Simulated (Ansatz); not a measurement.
C4H5F (SMILES CCC#CF)

Input

```
crystal:
  periodic: [false, false, false]
  atoms:
    - {symbol: C, position_ang: [-0.578157, -1.004666, 0.672544]}
    - {symbol: C, position_ang: [0.550447, 0.003097, 0.478292]}
    - {symbol: C, position_ang: [0.364691, 0.843436, -0.697691]}
    - {symbol: C, position_ang: [0.187994, 1.518750, -1.667463]}
    - {symbol: F, position_ang: [0.007783, 2.245279, -2.701927]}
    - {symbol: H, position_ang: [-1.536413, -0.496115, 0.791113]}
    - {symbol: H, position_ang: [-0.655556, -1.671258, -0.188041]}
    - {symbol: H, position_ang: [-0.398164, -1.611266, 1.562455]}
    - {symbol: H, position_ang: [0.633445, 0.643566, 1.362261]}
    - {symbol: H, position_ang: [1.507029, -0.522123, 0.391257]}
basis:
  gaussian: {orbitals: def2-TZVPP}
hamiltonian: {xc: pbe0, dispersion: d4}
output: {orbitals: {seedname: orbitals}}
```

Run with:

```sh
ansatz run in.yaml --threads 2 --pin off --events-out ev --progress --plain --max-ram 4352MiB
```

Geometry: PBE0-D4/def2-TZVP.

Computed with RKS PBE0-D4/def2-TZVPP (Ansatz).

Question: What can the converged electron density and electron localisation function tell about the bonding?

Answer: C–C (1.19 Å): ρ is about 2.7 e/Å³ halfway; the ELF peaks at about 0.80 between the atoms: a multiple bond.
C–F (1.28 Å): ρ at the midpoint is about 2.7 e/Å³; the ELF peaks at about 0.85 between the atoms (a polar covalent bond).
C–H (1.09 Å): ρ at the midpoint is about 2 e/Å³; the ELF climbs to about 1 towards the hydrogen, as it does in any bond to H: an ordinary covalent bond to hydrogen.

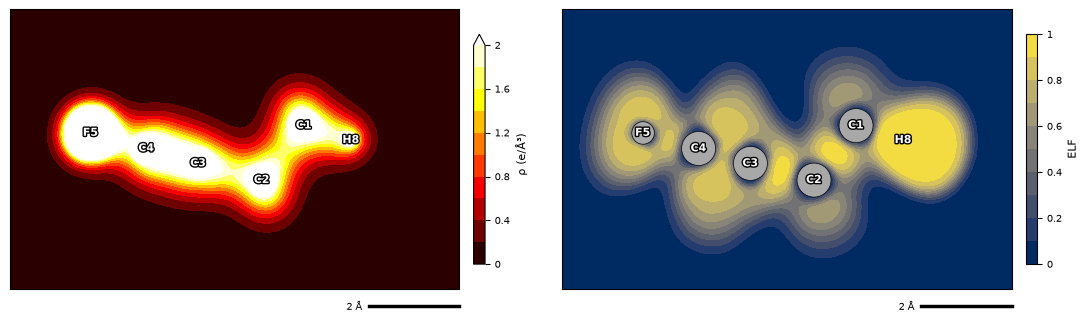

Computed electron density and electron localisation function on the plane of atoms C1, C2 and C3, in this order. Grey discs cover the atomic cores in the ELF map. 
